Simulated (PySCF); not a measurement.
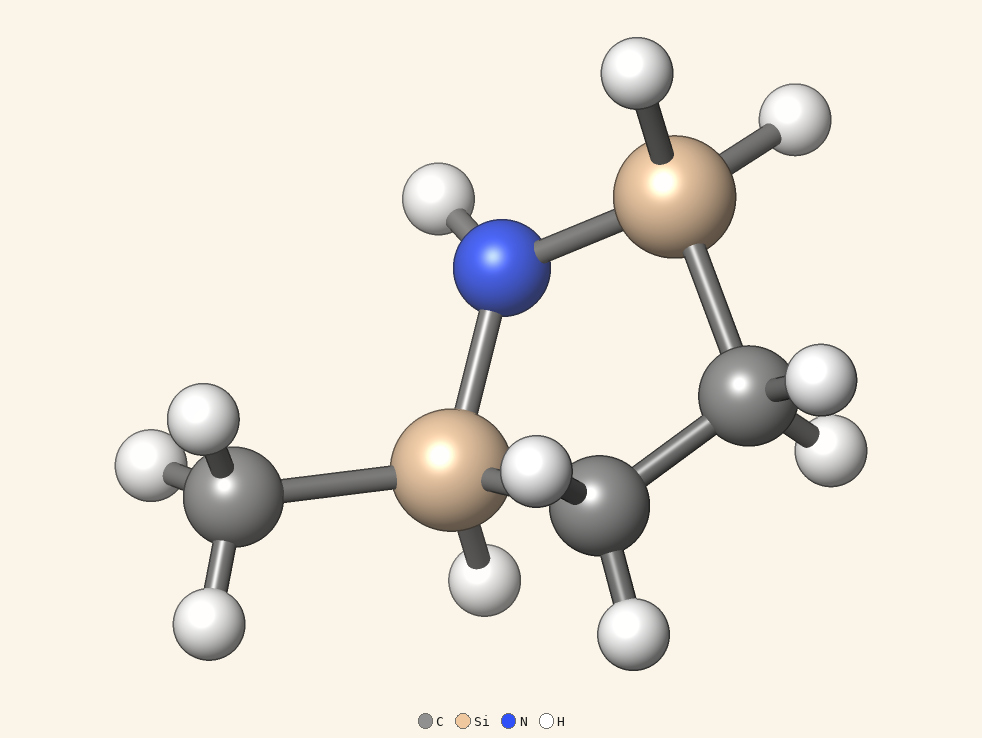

The computed structure is the end point of a PBE0-D3(BJ)/def2-SVP optimisation. No frequency run is at hand to confirm it as a minimum.

Draw it as a skeletal formula.

SMILES: C[Si@@H]1CC[SiH2]N1

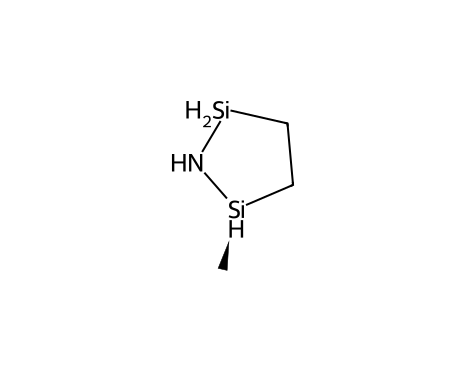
